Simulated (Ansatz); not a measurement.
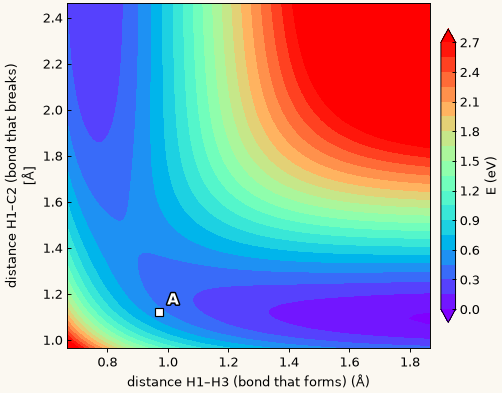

The reacting system CH₅ (fragments CH₄ + H where the first distance is long, H₂ + CH₃ where the second is long), spin multiplicity 2. Coordinates scanned: (1) distance H1–H3 (bond that forms); (2) distance H1–C2 (bond that breaks). Relaxed at each point: all other coordinates. The scan uses a 13 × 13 grid. Points are written as (first, second). Energies are in eV, from the lowest grid point. All numbers below come from Ansatz, UKS PBE0-D4/def2-TZVP.

Drawn: filled contours, one colour for all values above the top of the scale, the point A. Between grid points the surface is interpolated.

Question: Which way does the force act at A, and how strong is it?

Answer: A, at (0.970 Å, 1.123 Å), is not a stationary point. The computed force is 1.8 eV for each Å towards larger values of the first coordinate and 1.9 eV for each Å towards larger values of the second coordinate.
